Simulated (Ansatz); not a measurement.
Band structure of LiAg₃ (P6_3/mmc, 8 atoms in the cell).

```yaml
crystal:
  lattice:
    - [5.74089, 0.00000, 0.00000]
    - [-2.87045, 4.97176, 0.00000]
    - [0.00000, 0.00000, 4.65837]
  atoms:
    - { symbol: Li, position: [0.33333, 0.66667, 0.75000] }
    - { symbol: Li, position: [0.66667, 0.33333, 0.25000] }
    - { symbol: Ag, position: [0.16807, 0.33614, 0.25000] }
    - { symbol: Ag, position: [0.83193, 0.66386, 0.75000] }
    - { symbol: Ag, position: [0.83193, 0.16807, 0.75000] }
    - { symbol: Ag, position: [0.16807, 0.83193, 0.25000] }
    - { symbol: Ag, position: [0.66386, 0.83193, 0.25000] }
    - { symbol: Ag, position: [0.33614, 0.16807, 0.75000] }
```

Computed with LDA (PW92), PAW files made with PBE (plane waves; Ansatz, a program for electronic structure).

Settings: basis.ecutwfc = 30.9 Ry; kpoints.mp_grid.grid = 5 5 5; hamiltonian.xc = lda; hamiltonian.pseudopotentials = {kind: paw} (the program's default PAW files); scf.occupations.method = fermi_dirac; scf.occupations.width = 0.01 Ry; kpoints.band_path.npoints = 8.

The starting cell comes from a database of computed structures (which also holds hypothetical and non-ambient phases and stackings), without a prior relaxation at this level.

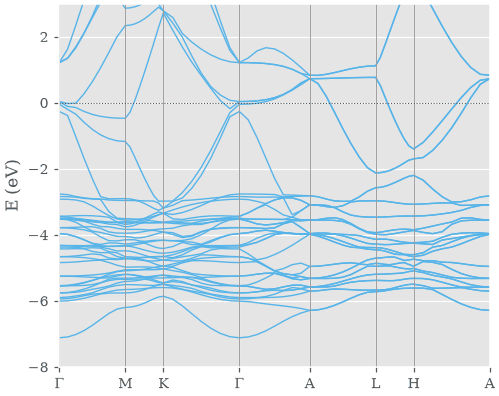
Figure: Bands along the path, energies from the Fermi level.

Levels in eV from the Fermi level, bands 57 to 64:
```
point     57     58     59     60     61     62    63    64
-----  -----  -----  -----  -----  -----  -----  ----  ----
Γ      -2.76  -0.27  -0.05   0.04   0.04   1.21  1.22  1.22
M      -2.96  -2.90  -1.17  -0.47   2.34   2.86  4.10  4.33
K      -3.19  -3.19  -2.98   2.72   2.78   2.78  2.97  3.50
A      -2.82  -2.82   0.73   0.73   0.73   0.73  0.83  0.83
L      -2.57  -2.57  -2.12  -2.12   0.77   0.77  1.12  1.12
H      -2.20  -2.20  -1.70  -1.70  -1.40  -1.40  3.65  3.65
```

Bands cross the Fermi level along this path, so the cell is metallic at this level.

Keys are those of Ansatz 0.2.
